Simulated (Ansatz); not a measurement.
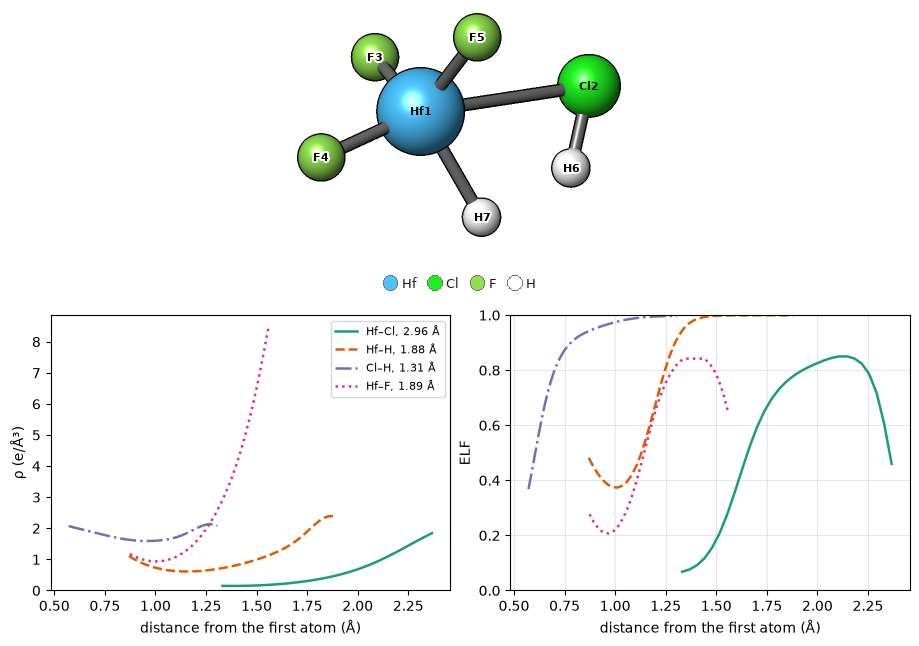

Figure 1: ClF$_{3}$H$_{2}$Hf. Electron density and electron localisation function along straight lines between neighbouring atoms. The curves leave out the atomic cores. The structure is drawn too.

A transition-state structure; geometry: PBE0-D4/def2-TZVP; core potentials replace the inner electrons of Hf.

All numbers below come from Ansatz 0.2.0, RKS PBE0-D4/def2-TZVPP.

```xyz
7

Hf   -0.5362    0.1258   -0.4679
Cl    2.1414   -0.2347    0.7380
F     0.0711   -1.2959   -1.5689
F    -2.3901    0.2552   -0.8063
F     0.1556    1.8564   -0.8251
H     1.1480   -0.4031    1.5693
H    -0.5899   -0.3039    1.3609
```

**What can be read from the curves?**

Hf–Cl (2.96 Å): ρ at the midpoint is about 0.16 e/Å³; the ELF peaks at about 0.85 in the valence shell of Cl, 0.8 Å from its nucleus, and is about 0.15 at the midpoint.
Hf–H (1.88 Å): ρ at the midpoint is about 0.86 e/Å³; the ELF climbs to about 1 towards the hydrogen.
Cl–H (1.31 Å): ρ is about 1.9 e/Å³ halfway; the ELF climbs to about 1 towards the hydrogen.
Hf–F (1.89 Å): ρ at the midpoint is about 0.98 e/Å³; the ELF peaks at about 0.85 in the valence shell of F, 0.5 Å from its nucleus, and drops to about 0.20 between the two atoms.
